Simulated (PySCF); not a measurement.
Excited-state calculation of SnH$_{2}$O$_{2}$ (part 2 of 3)

Continued. System: SnH$_{2}$O$_{2}$, SMILES [OH][Sn][OH]. Method: NEVPT2/def2-mTZVP, RHF, core potentials def2-svp (PySCF 2.14.0). The geometry comes from this level: PBE0-D4/def2-TZVP.

Geometry of the input (Å):
```
O  -0.9843  0.1778  -0.6138
Sn -0.1537  -0.9439  0.8009
O  1.5618  0.0029  0.6361
H  -1.9012  -0.0056  -0.8314
H  1.5272  0.6951  -0.0333
```

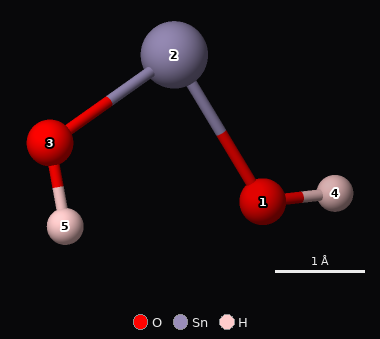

**Figure 1.** The input geometry (ball-and-stick view, seen at a tilt; atoms are numbered from 1 in the order of the input). Sticks mark near contacts.

## Output, continued
```
4 H 3s           0.00025   0.00891   0.00470   0.00052  -0.00006
               #6        #7        #8        #9
0 O 1s           0.00025  -0.00015   0.00006   0.00000
0 O 2s           0.07230   0.00446  -0.00021   0.00045
0 O 3s           0.05964  -0.02245   0.00160  -0.00068
0 O 4s          -0.02259  -0.01194  -0.00099   0.00159
0 O 5s          -0.00274   0.00686   0.00014  -0.00041
0 O 2px          0.00499   0.00021  -0.02128   0.02023
0 O 2py          0.14298  -0.09156   0.04667  -0.04480
0 O 2pz         -0.13324   0.08758   0.04808  -0.04705
0 O 3px         -0.03465  -0.11580  -0.16992  -0.12788
0 O 3py          0.35661  -0.36014   0.38143   0.28438
0 O 3pz         -0.34855   0.29350   0.40191   0.30318
0 O 4px          0.02016   0.03617  -0.05453  -0.06243
0 O 4py          0.09487  -0.05869   0.12036   0.13762
0 O 4pz         -0.08167   0.07042   0.12933   0.14284
0 O 3dxy        -0.01080  -0.00592   0.01028   0.02179
0 O 3dyz        -0.01996   0.04441   0.01259   0.00226
0 O 3dz^2       -0.00044  -0.02297  -0.01644   0.04640
0 O 3dxz         0.02914   0.04012   0.02084   0.00323
0 O 3dx2-y2      0.01395   0.06450  -0.02662   0.01509
0 O 4dxy         0.00421  -0.06271   0.06201   0.07405
0 O 4dyz         0.03130   0.05404   0.03807   0.00472
0 O 4dz^2       -0.03282  -0.02029   0.01960   0.18106
0 O 4dxz         0.04013   0.13406   0.07193  -0.01033
0 O 4dx2-y2      0.06709   0.12755  -0.05952   0.07591
1 Sn 4s          0.00928   0.00249  -0.00000  -0.00000
1 Sn 5s          0.20991   0.08597  -0.00004   0.00011
1 Sn 6s         -0.18057  -0.01545   0.00255   0.00023
1 Sn 7s         -0.02158   0.00291   0.00084   0.00023
1 Sn 8s          0.08627   0.01305  -0.00091  -0.00020
1 Sn 9s         -0.06050  -0.01098   0.00050   0.00018
1 Sn 4px        -0.01308   0.00600   0.00031   0.00556
1 Sn 4py         0.00855   0.07726  -0.00023  -0.01531
1 Sn 4pz        -0.05556  -0.00969  -0.00045  -0.03396
1 Sn 5px        -0.10792   0.05400   0.00052   0.08876
1 Sn 5py         0.00591   0.02893  -0.00017  -0.00430
1 Sn 5pz         0.02283   0.00438   0.00026   0.00956
1 Sn 6px        -0.07327   0.03129  -0.00123   0.07714
1 Sn 6py        -0.04147  -0.48903  -0.01260   0.18894
1 Sn 6pz        -0.39713  -0.08470   0.00451  -0.41614
1 Sn 7px        -0.33798   0.11859  -0.00816   0.42395
1 Sn 7py        -0.06020  -0.24277   0.01030  -0.01406
1 Sn 7pz         0.17517   0.00366   0.00426  -0.03017
1 Sn 8px         0.11876  -0.09008  -0.00515   0.05108
1 Sn 8py         0.00176  -0.02395  -0.00051  -0.01365
1 Sn 8pz         0.02206  -0.00400   0.00302  -0.03081
1 Sn 4dxy       -0.02017   0.01039  -0.02008   0.01153
1 Sn 4dyz       -0.00850   0.01041   0.02986   0.04455
1 Sn 4dz^2       0.00804   0.02316  -0.04153   0.03029
1 Sn 4dxz        0.00938  -0.03030  -0.02437   0.04214
1 Sn 4dx2-y2     0.00429   0.01564   0.00539  -0.00001
1 Sn 5dxy       -0.03264   0.02005  -0.00407   0.00727
1 Sn 5dyz        0.01053   0.03320   0.00492   0.02241
1 Sn 5dz^2       0.00574  -0.02350  -0.00440   0.01661
1 Sn 5dxz       -0.00807  -0.02701  -0.00198   0.02245
1 Sn 5dx2-y2     0.01234   0.01359   0.17700  -0.00687
1 Sn 6dxy        0.06073  -0.04955   0.07582  -0.05494
1 Sn 6dyz        0.04094  -0.03132  -0.11699  -0.22356
1 Sn 6dz^2       0.05211  -0.03857   0.15048  -0.14392
1 Sn 6dxz        0.09456  -0.07283  -0.08774   0.20488
1 Sn 6dx2-y2    -0.02221  -0.06360   0.12190   0.00011
2 O 1s           0.00032   0.00038  -0.00010   0.00001
2 O 2s           0.03006   0.07208   0.00023  -0.00000
2 O 3s           0.10822   0.14843  -0.00292   0.00054
2 O 4s           0.03578   0.00547   0.00135  -0.00006
2 O 5s          -0.01845  -0.01472  -0.00015  -0.00003
2 O 2px          0.16170   0.15555   0.02076   0.01702
2 O 2py          0.08177   0.05473  -0.05062  -0.03741
2 O 2pz         -0.00918   0.01393  -0.05250  -0.03943
2 O 3px          0.34214   0.43367   0.19968  -0.09710
2 O 3py          0.07184   0.19376  -0.44100   0.21562
2 O 3pz          0.07823  -0.00319  -0.46715   0.22754
2 O 4px          0.13013   0.16347   0.06815  -0.05080
2 O 4py          0.05585   0.05336  -0.14591   0.11342
2 O 4pz          0.00257   0.01982  -0.15432   0.12040
2 O 3dxy        -0.01367   0.00793  -0.00328  -0.00639
2 O 3dyz         0.02237  -0.00902  -0.00434  -0.01283
2 O 3dz^2       -0.00544   0.00003  -0.01457   0.04205
2 O 3dxz         0.02562  -0.00861  -0.00412  -0.03291
2 O 3dx2-y2      0.02887  -0.00697   0.00091   0.04387
2 O 4dxy        -0.04320  -0.01346   0.00672  -0.02836
2 O 4dyz         0.08693  -0.02146   0.00063  -0.04037
2 O 4dz^2       -0.01283   0.02407  -0.01116   0.10670
2 O 4dxz         0.06393  -0.01897   0.00990  -0.10067
2 O 4dx2-y2      0.07688  -0.04082  -0.01346   0.12434
3 H 1s           0.07928  -0.02158   0.00073  -0.00004
3 H 2s           0.01436   0.07130  -0.00194   0.00057
3 H 3s           0.00657  -0.02406   0.00148  -0.00012
4 H 1s          -0.03800   0.07966  -0.00141  -0.00004
4 H 2s           0.00915  -0.04511   0.00243   0.00014
4 H 3s          -0.00094   0.00091   0.00256  -0.00014
<CAS-nat-orb|mo-hf>  17     18       0.90482722
<CAS-nat-orb|mo-hf>  17     19       0.42169393
<CAS-nat-orb|mo-hf>  18     17       0.75027405
<CAS-nat-orb|mo-hf>  18     20       0.47035569
<CAS-nat-orb|mo-hf>  19     16      -0.46172732
<CAS-nat-orb|mo-hf>  19     17      -0.51513122
<CAS-nat-orb|mo-hf>  19     20       0.70629600
<CAS-nat-orb|mo-hf>  20     18      -0.42005733
<CAS-nat-orb|mo-hf>  20     19       0.90655468
<CAS-nat-orb|mo-hf>  21     21       0.70167751
<CAS-nat-orb|mo-hf>  21     47       0.41248544
<CAS-nat-orb|mo-hf>  23     22       0.41610989
<CAS-nat-orb|mo-hf>  23     28       0.45796693
<CAS-nat-orb|mo-hf>  24     29       0.46407451
<CAS-nat-orb|mo-hf>  24     48       0.63638315
<CAS-nat-orb|mo-hf>  25     21       0.67744459
<CAS-nat-orb|mo-hf>  25     47      -0.45901135
Using density fitting integrals for NEVPT2
Sr    (-1)',   E = -0.00805873941239
Si    (+1)',   E = -0.00658937414496
Sijrs (0)  ,   E = -0.19820780788384
Sijr  (+1) ,   E = -0.02683453076649
Srsi  (-1) ,   E = -0.09515357177810
Srs   (-2) ,   E = -0.04614025749817
Sij   (+2) ,   E = -0.00479672637259
Sir   (0)' ,   E = -0.11963461356641
Nevpt2 Energy = -0.505415621422942

******** <class 'pyscf.mrpt.nevpt2.NEVPT'> ********
NEVPT2 (4e+4e, 9o), ncore = 16, nvir = 65
root = 1
Natural occ [1.98443126 1.97752964 1.96241841 1.00379165 1.00131837 0.02680855
 0.01897866 0.01429651 0.01042694]
Natural orbital (expansion on meta-Lowdin AOs) in CAS space

WARN: Weak orthogonality for localized orbitals 3.825756863633785e-09

               #1        #2        #3        #4        #5
0 O 1s          -0.00001   0.00003  -0.00005   0.00000   0.00004
0 O 2s          -0.00022   0.00042  -0.04299   0.00106   0.01223
0 O 3s           0.00040  -0.00027   0.00158  -0.00343  -0.05040
0 O 4s           0.00014  -0.00022   0.00354   0.00243   0.01236
0 O 5s          -0.00013   0.00011  -0.00066  -0.00035   0.00276
0 O 2px         -0.28345   0.08019   0.01227   0.01473   0.05201
0 O 2py          0.62866  -0.17785  -0.22011  -0.00361   0.64323
0 O 2pz          0.66613  -0.18967   0.21331  -0.05148  -0.58390
0 O 3px          0.01309   0.00356   0.03401   0.04664   0.04275
0 O 3py         -0.02948  -0.00744   0.02908  -0.09955  -0.00121
0 O 3pz         -0.03193  -0.00726  -0.01524  -0.10037   0.02713
0 O 4px          0.00151  -0.00334  -0.01162  -0.01838  -0.00288
0 O 4py         -0.00350   0.00718  -0.00103   0.03927  -0.00881
0 O 4pz         -0.00503   0.00812  -0.00376   0.03740   0.00389
0 O 3dxy        -0.00508   0.00942   0.00997   0.03336  -0.00650
0 O 3dyz        -0.00737   0.00487  -0.01470   0.00247   0.01684
0 O 3dz^2        0.01623   0.00574   0.00694   0.07566  -0.00391
0 O 3dxz        -0.01464   0.00899  -0.02088   0.00373   0.00068
0 O 3dx2-y2      0.01865  -0.00562  -0.02363   0.02615   0.00459
0 O 4dxy         0.00465   0.02236   0.02238   0.09702   0.00923
0 O 4dyz        -0.00282   0.00819  -0.02607   0.00844   0.00324
0 O 4dz^2        0.02319   0.02603   0.01114   0.22123  -0.01269
0 O 4dxz        -0.00682   0.01472  -0.04297  -0.00469  -0.01730
0 O 4dx2-y2      0.01445  -0.00333  -0.04410   0.08548  -0.00970
1 Sn 4s         -0.00000   0.00000  -0.00181   0.00014   0.00360
1 Sn 5s          0.00004  -0.00018   0.00804   0.01261   0.32505
1 Sn 6s         -0.00002   0.00054   0.05415   0.00333   0.07897
1 Sn 7s         -0.00002   0.00031  -0.00042   0.00063   0.01193
1 Sn 8s          0.00000  -0.00030  -0.01599  -0.00060  -0.01152
1 Sn 9s         -0.00002   0.00017   0.01348   0.00014   0.00026
1 Sn 4px         0.00490   0.00389   0.00188   0.01117  -0.00116
1 Sn 4py        -0.00451  -0.00488  -0.04713  -0.02370  -0.00204
1 Sn 4pz        -0.00999  -0.01087   0.02089  -0.05120   0.03162
1 Sn 5px         0.02434   0.02662  -0.00330   0.13229   0.06725
1 Sn 5py         0.00157   0.00022   0.02293  -0.00710  -0.00578
1 Sn 5pz        -0.00333  -0.00076   0.00635   0.01568   0.00949
1 Sn 6px         0.00868   0.01328   0.00341   0.09921   0.01428
1 Sn 6py         0.01906   0.03263   0.14488   0.26255   0.04419
1 Sn 6pz        -0.04245  -0.07432   0.09217  -0.56834   0.14554
1 Sn 7px         0.04046   0.07315   0.02580   0.58489   0.05939
1 Sn 7py         0.00455   0.00494   0.07778  -0.01258   0.00263
1 Sn 7pz         0.01202   0.00652  -0.02763  -0.02647  -0.03329
1 Sn 8px        -0.00659  -0.00077   0.00640   0.05457  -0.01703
1 Sn 8py        -0.00149  -0.00116  -0.01996  -0.00911   0.00070
1 Sn 8pz        -0.00300  -0.00285   0.00767  -0.02068   0.01377
1 Sn 4dxy        0.00023  -0.01391   0.01514   0.00290  -0.08958
1 Sn 4dyz       -0.03416   0.00694   0.07664   0.00444  -0.00492
1 Sn 4dz^2      -0.00296  -0.03020  -0.05230   0.01725   0.06920
1 Sn 4dxz       -0.01507  -0.02314  -0.05634   0.01338  -0.01989
1 Sn 4dx2-y2     0.00429  -0.00515  -0.00598   0.00053  -0.00074
1 Sn 5dxy        0.00052  -0.00558   0.00133   0.00537  -0.02004
1 Sn 5dyz       -0.01481   0.00374   0.01084   0.01064   0.00065
1 Sn 5dz^2      -0.00130  -0.01116  -0.00453   0.01279   0.02107
1 Sn 5dxz       -0.00661  -0.00803  -0.00971   0.01365  -0.01126
1 Sn 5dx2-y2    -0.00671   0.02264   0.00142  -0.02408   0.01298
1 Sn 6dxy        0.00045   0.00559   0.00191  -0.03529  -0.03686
1 Sn 6dyz        0.00284  -0.00660   0.02213  -0.08296   0.00385
1 Sn 6dz^2       0.00124   0.01158  -0.01159  -0.08027   0.01037
1 Sn 6dxz       -0.00204  -0.00805   0.01807   0.09885  -0.00771
1 Sn 6dx2-y2    -0.00107   0.00675   0.03285  -0.01418   0.00738
2 O 1s           0.00002  -0.00004  -0.00000   0.00002   0.00015
2 O 2s           0.00039  -0.00110   0.21491   0.00280   0.07075
2 O 3s          -0.00035   0.00039  -0.06188  -0.00121  -0.04726
2 O 4s          -0.00035   0.00074   0.01192   0.00028   0.00988
2 O 5s           0.00017  -0.00033   0.00446   0.00012   0.00346
2 O 2px         -0.07604  -0.28208   0.82059   0.05281   0.22132
2 O 2py          0.17248   0.61994   0.30846  -0.09343   0.09379
2 O 2pz          0.18180   0.65696   0.05788  -0.10207   0.01384
2 O 3px          0.00837   0.02869  -0.08859   0.03280  -0.05472
2 O 3py         -0.01992  -0.06131  -0.03608  -0.07939  -0.01579
2 O 3pz         -0.02116  -0.06485  -0.00163  -0.08448  -0.00082
2 O 4px         -0.00075   0.00402  -0.02779  -0.01674  -0.00535
2 O 4py         -0.00052  -0.00453  -0.01073   0.03616  -0.00871
2 O 4pz         -0.00015  -0.00563  -0.00175   0.03917   0.00242
2 O 3dxy        -0.00977  -0.02285  -0.01276  -0.02780  -0.00308
2 O 3dyz        -0.00347  -0.00993  -0.01033  -0.02085  -0.01240
2 O 3dz^2       -0.00764  -0.02397   0.01939   0.02067   0.00997
2 O 3dxz        -0.00715  -0.01899  -0.01473  -0.04802  -0.00837
2 O 3dx2-y2      0.00255   0.00911  -0.03707   0.04687  -0.02476
2 O 4dxy        -0.01375  -0.02633  -0.00083  -0.09057   0.00931
2 O 4dyz        -0.00650  -0.01344  -0.00986  -0.06567  -0.02139
2 O 4dz^2       -0.00741  -0.01342   0.00716   0.04735   0.00808
2 O 4dxz        -0.01400  -0.02724  -0.00807  -0.14975  -0.01456
2 O 4dx2-y2      0.00880   0.01888  -0.02016   0.14085  -0.03762
3 H 1s          -0.00016   0.00045  -0.01143  -0.00062  -0.01105
3 H 2s          -0.00029  -0.00060  -0.02577  -0.00008   0.00475
3 H 3s          -0.00014   0.00022   0.00618  -0.00037  -0.00046
4 H 1s           0.00035  -0.00077  -0.00369   0.00133   0.03270
4 H 2s          -0.00025   0.00001   0.02987   0.00036   0.02643
4 H 3s          -0.00011   0.00047   0.00741  -0.00002   0.00658
               #6        #7        #8        #9
0 O 1s           0.00001   0.00005   0.00004  -0.00029
0 O 2s           0.04363  -0.00021  -0.00003  -0.05601
0 O 3s           0.01414   0.00090   0.00132  -0.07038
0 O 4s          -0.02238  -0.00101  -0.00025   0.01413
0 O 5s           0.00420   0.00022  -0.00005   0.00658
0 O 2px          0.00329  -0.00125  -0.01309   0.00370
0 O 2py          0.00520   0.00230   0.02876  -0.07278
0 O 2pz         -0.00285   0.00148   0.02952   0.07096
0 O 3px         -0.11514  -0.00115  -0.26304  -0.02965
0 O 3py         -0.10171   0.00543   0.58710  -0.50302
0 O 3pz          0.05093   0.00536   0.61933   0.46184
0 O 4px          0.04120  -0.00094  -0.08532   0.00290
0 O 4py          0.00373   0.00175   0.18865  -0.11374
0 O 4pz          0.01330   0.00333   0.20078   0.10917
0 O 3dxy        -0.01088   0.00961   0.00673   0.00488
0 O 3dyz         0.02588   0.00982   0.00856   0.04443
0 O 3dz^2       -0.01932  -0.00991  -0.01085  -0.01273
0 O 3dxz         0.04943   0.01725   0.01313  -0.00164
0 O 3dx2-y2      0.06130  -0.02052  -0.01694   0.02558
0 O 4dxy        -0.04964   0.04190   0.05181  -0.03700
0 O 4dyz         0.06219   0.03124   0.02284   0.00483
0 O 4dz^2       -0.03505  -0.01166   0.05502   0.01556
0 O 4dxz         0.13346   0.06408   0.03616   0.03934
0 O 4dx2-y2      0.14305  -0.06312  -0.01399   0.01475
1 Sn 4s          0.00722  -0.00000   0.00000  -0.00585
1 Sn 5s          0.18974  -0.00008   0.00002  -0.07946
1 Sn 6s         -0.11227   0.00210   0.00151   0.15451
1 Sn 7s         -0.00949   0.00059   0.00062   0.02158
1 Sn 8s          0.05856  -0.00069  -0.00061  -0.06680
1 Sn 9s         -0.04261   0.00035   0.00038   0.04462
1 Sn 4px        -0.00225   0.00167  -0.00114   0.01424
1 Sn 4py         0.06874  -0.00051  -0.00078   0.03624
1 Sn 4pz        -0.03860  -0.00110  -0.00169   0.04551
1 Sn 5px        -0.01457  -0.00154   0.00839   0.13204
1 Sn 5py         0.02745  -0.00057  -0.00000   0.01012
1 Sn 5pz         0.01640   0.00117  -0.00008  -0.01529
1 Sn 6px        -0.01449  -0.00993   0.01474   0.08192
1 Sn 6py        -0.42878  -0.02092   0.01806  -0.23300
1 Sn 6pz        -0.28953   0.02798  -0.05442   0.30383
1 Sn 7px        -0.08822  -0.03192   0.05400   0.36311
1 Sn 7py        -0.23493   0.01242   0.00045  -0.08619
1 Sn 7pz         0.09987   0.01345  -0.01125  -0.15016
1 Sn 8px        -0.00913  -0.01509   0.01315  -0.15275
1 Sn 8py        -0.01907   0.00598  -0.00839  -0.01467
1 Sn 8pz         0.00902   0.01644  -0.01598  -0.01896
1 Sn 4dxy       -0.00292  -0.02226  -0.00474   0.00921
1 Sn 4dyz        0.00438  -0.00844   0.05923   0.01150
1 Sn 4dz^2       0.02379  -0.05038  -0.00438   0.01731
1 Sn 4dxz       -0.02045  -0.04599   0.01805  -0.02719
1 Sn 4dx2-y2     0.01535   0.00412   0.00314   0.00513
1 Sn 5dxy       -0.00152  -0.00597   0.00093   0.03572
1 Sn 5dyz        0.03353  -0.00765   0.01835   0.00985
1 Sn 5dz^2      -0.01629  -0.01077   0.00642  -0.01473
1 Sn 5dxz       -0.02707  -0.01208   0.01227  -0.00988
1 Sn 5dx2-y2     0.01823   0.13241   0.11771  -0.00096
1 Sn 6dxy       -0.00773   0.08686   0.01275  -0.08470
1 Sn 6dyz       -0.00321   0.04857  -0.24593  -0.05230
1 Sn 6dz^2      -0.00322   0.19422  -0.00159  -0.06437
1 Sn 6dxz       -0.00807  -0.18560   0.09048  -0.12107
1 Sn 6dx2-y2    -0.06501   0.08803   0.08456  -0.01636
2 O 1s           0.00050  -0.00007  -0.00006  -0.00003
2 O 2s           0.07831   0.00019   0.00008   0.02357
2 O 3s           0.18291  -0.00239  -0.00164  -0.01413
2 O 4s           0.02452   0.00109   0.00084  -0.02566
2 O 5s          -0.02244  -0.00011  -0.00011   0.00773
2 O 2px          0.22522   0.02787  -0.00194  -0.02376
2 O 2py          0.09323  -0.06546   0.00121  -0.02776
2 O 2pz          0.00691  -0.06842   0.00200   0.01641
2 O 3px          0.54982   0.25959   0.00262  -0.05142
2 O 3py          0.20076  -0.57519  -0.00349   0.04611
2 O 3pz          0.04071  -0.60919  -0.00387  -0.06799
2 O 4px          0.20801   0.08737   0.00102  -0.01830
2 O 4py          0.07527  -0.19015   0.00182  -0.01792
2 O 4pz          0.01793  -0.20125   0.00207   0.00967
2 O 3dxy        -0.00108  -0.01274   0.00876   0.01546
2 O 3dyz         0.00477  -0.00421  -0.00280  -0.02576
2 O 3dz^2       -0.00282  -0.03526   0.02037   0.00603
2 O 3dxz         0.00691  -0.00263  -0.00573  -0.02778
2 O 3dx2-y2      0.00986  -0.00895   0.01463  -0.03123
2 O 4dxy        -0.03513  -0.02233   0.03295   0.02966
2 O 4dyz         0.03018  -0.00240   0.00069  -0.08867
2 O 4dz^2        0.01300  -0.07165   0.07103   0.02579
2 O 4dxz         0.01952   0.00780  -0.00118  -0.06744
2 O 4dx2-y2      0.00838  -0.03442   0.02732  -0.09214
3 H 1s           0.02589   0.00047   0.00058  -0.08034
3 H 2s           0.06717  -0.00213  -0.00048   0.02894
3 H 3s          -0.01634   0.00107   0.00102  -0.01917
4 H 1s           0.04535  -0.00104  -0.00099   0.08165
4 H 2s          -0.03214   0.00143   0.00207  -0.02937
4 H 3s           0.00031   0.00201   0.00160   0.00221
<CAS-nat-orb|mo-hf>  17     18       0.91867821
```
